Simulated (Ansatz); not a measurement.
# HF/aug-cc-pVTZ run of AlCl (aluminium monochloride)

Aim: the electronic atomisation energy of AlCl (aluminium monochloride) at HF/aug-cc-pVTZ, from 3 runs. 

Program for the calculation: Ansatz 0.2.0.

34 further runs of the same task are left out: 34 set aside as unsound or not needed.

## Step 1: The structure to begin with

AlCl: 2 atoms, total charge 0, spin state singlet. As SMILES, `[Al][Cl]`. Geometry: the measured bond length.

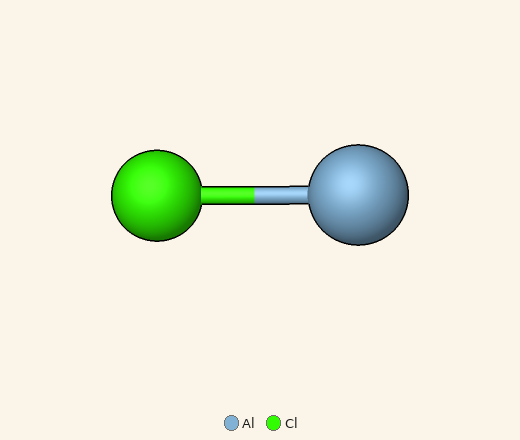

The structure, seen from a chosen angle (aluminium light blue, chlorine green).

## Step 2: A single-point energy at HF/aug-cc-pVTZ

Input file input.yaml:

```yaml
crystal:
  periodic: [false, false, false]
  atoms:
    - symbol: Al
      position_ang: [0.000000, 0.000000, 0.000000]
    - symbol: Cl
      position_ang: [0.000000, 0.000000, 2.130113]
basis:
  gaussian:
    orbitals: aug-cc-pVTZ
hamiltonian:
  xc: hf
accuracy: high
output:
  orbitals: {seedname: orbitals}
```

Run with:

```bash
$ ansatz run input.yaml --threads 1 --pin off --max-ram 3480MiB --events-out events.jsonl --progress --plain --runs-dir runs
```

What it wrote:

```text
Warning: RAYON_NUM_THREADS=1 ignored (pool sized by the plan → 1); use --threads N
Functional definition: HF
  name "HF"
  exchange = exact_x
  correlation = 0
1311 factors; integrals over basis functions are off by at most 4.0e-9 eV
mean field evaluation 1: about -19088.3561 eV, gradient 1.4e1 eV
mean field evaluation 2: about -19088.3619 eV, gradient 1.4e1 eV
mean field evaluation 4: about -19089.0805 eV, gradient 1.1e0 eV
mean field evaluation 8: about -19089.0903 eV, gradient 2.5e-3 eV
mean field -19089.09031833 eV, -701.5111301483 hartree, gradient 2.3e-8 eV, S^2 0.000000; 0 other end points of the search recorded, 0 dependent functions left out
reference -19089.09031833 eV, -701.5111301483 hartree; 15, 15 occupied and 85, 85 virtual orbitals, 1311 factors
Total energy: -19089.09031833 eV, -701.5111301483 hartree
```

It took 2.1 s on 1 thread of AMD EPYC 7R13 (Zen 3), shared host; peak memory 0.19 GiB.

## Step 3: The Al atom at the same level

Input file molecule.yaml:

```yaml
crystal:
  periodic: [false, false, false]
  atoms:
    - {symbol: Al, position_ang: [0.000000, 0.000000, 0.000000]}
basis:
  gaussian: {orbitals: aug-cc-pVTZ}
hamiltonian: {xc: hf}
accuracy: high
magnetization: {spin_polarized: true, initial_magnetization: 1}
```

Run the same way, it converges to -241.87917 Eh (log not shown).

## Step 4: The Cl atom at the same level

Input file input.yaml:

```yaml
crystal:
  periodic: [false, false, false]
  atoms:
    - {symbol: Cl, position_ang: [0.000000, 0.000000, 0.000000]}
basis:
  gaussian: {orbitals: aug-cc-pVTZ}
magnetization: {spin_polarized: true, initial_magnetization: 1}
hamiltonian: {xc: hf}
accuracy: high
```

Run the same way, it converges to -459.48597 Eh (log not shown).

## Step 5: Outcome

At HF/aug-cc-pVTZ:

```
                     quantity          value
       molecule: total energy  -701.51113 Eh
        molecule: HOMO energy       -8.98 eV
        molecule: LUMO energy        0.47 eV
      molecule: HOMO–LUMO gap        9.46 eV
        Al atom: total energy  -241.87917 Eh
                Al atom: ⟨S²⟩          0.770
        Cl atom: total energy  -459.48597 Eh
                Cl atom: ⟨S²⟩          0.760
electronic atomisation energy       3.973 eV
```

**Reading.** Taking the molecule apart into free atoms costs 3.97 eV (92 kcal/mol), before zero-point energy and without spin-orbit coupling. Hartree–Fock lacks the correlation of the bonding pairs, which as a rule makes this value much too low; in minimal bases other errors can mask that.
